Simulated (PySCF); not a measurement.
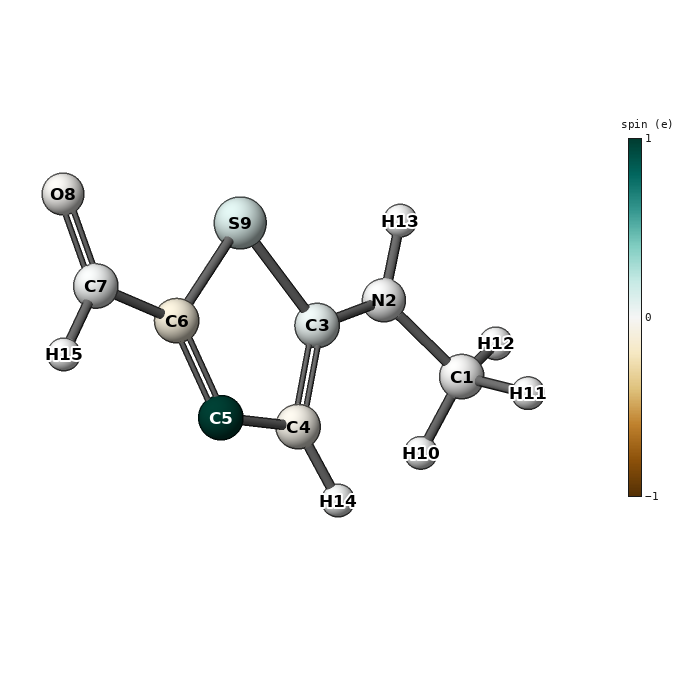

Atoms are coloured by their Mulliken spin populations. State: neutral, doublet. The geometry was computed by an optimisation with GFN2-xTB. No frequency run is at hand to confirm it as a minimum. Properties computed with UKS B3LYP, pcH-1 on C H N O S, non-relativistic (PySCF 2.14.0).

Give the Mulliken spin populations atom by atom.

| atom | value (e) |
| --- | --- |
| C1 | 0.00 |
| N2 | 0.01 |
| C3 | 0.05 |
| C4 | −0.05 |
| C5 | 0.98 |
| C6 | −0.10 |
| C7 | 0.01 |
| O8 | −0.02 |
| S9 | 0.11 |
| H10 | 0.00 |
| H11 | 0.00 |
| H12 | 0.00 |
| H13 | 0.00 |
| H14 | 0.01 |
| H15 | 0.00 |

Mulliken values depend strongly on the basis set.
